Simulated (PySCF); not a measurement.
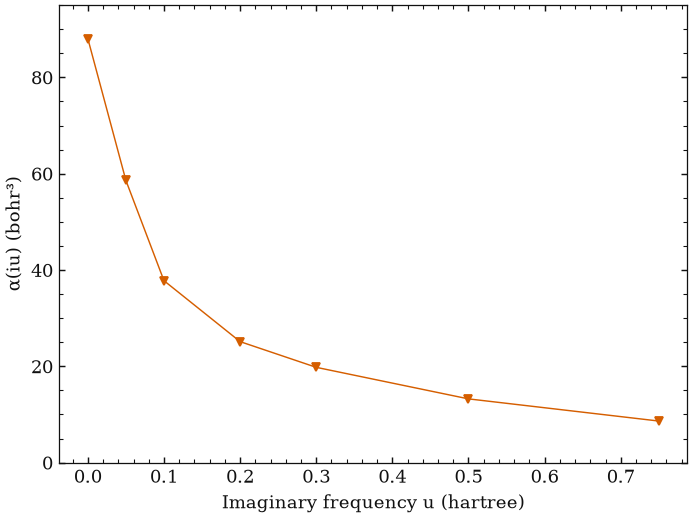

Dipole polarisability at imaginary frequency of neutral tantalum ([Xe] 4f¹⁴ 5d⁵). Coupled response at the HF level; PySCF, aug-cc-pwCVDZ-PP with a 60-electron core potential, unrestricted single determinants, no spin-orbit coupling.

Give the static polarisability, its fall-off and C₆.

Answer. The static dipole polarisability is 88.0 bohr³; α(iu) falls to half of it near u = 0.081 hartree. The Casimir–Polder integral gives C₆ = 629 hartree bohr⁶ for two such species.
